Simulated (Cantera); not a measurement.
Charge: 1 mol Si2Cl6, a varied amount of N2, at 925 °C and 1400 Pa.

Equilibrium computed with Cantera from the NASA thermochemical tables; the gas is ideal and each condensed phase is pure. Candidate condensed phases: Si, Si3N4; 13 gas species. The feed counts by its element totals alone. N2 is the only nitrogen source here; it is nearly inert below about 1500 K, so the nitride shown seldom forms there in practice. The tables' values for SiCl3 are old estimates; treat these amounts as uncertain. Rates play no part.

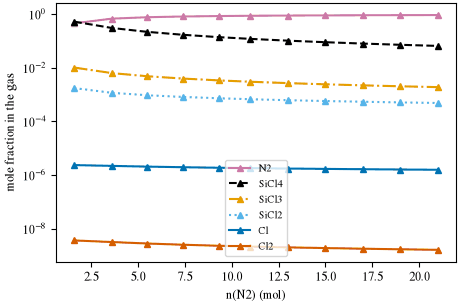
Figure: Equilibrium gas composition (values under 1e-9 drawn at 1e-9)

**Question.** Read off the mole fractions at 3.6 mol N2.

**Answer.** N2 about 0.68, SiCl4 about 0.31, SiCl3 about 0.0064, SiCl2 about 0.0012, Cl about 2.2e-6.
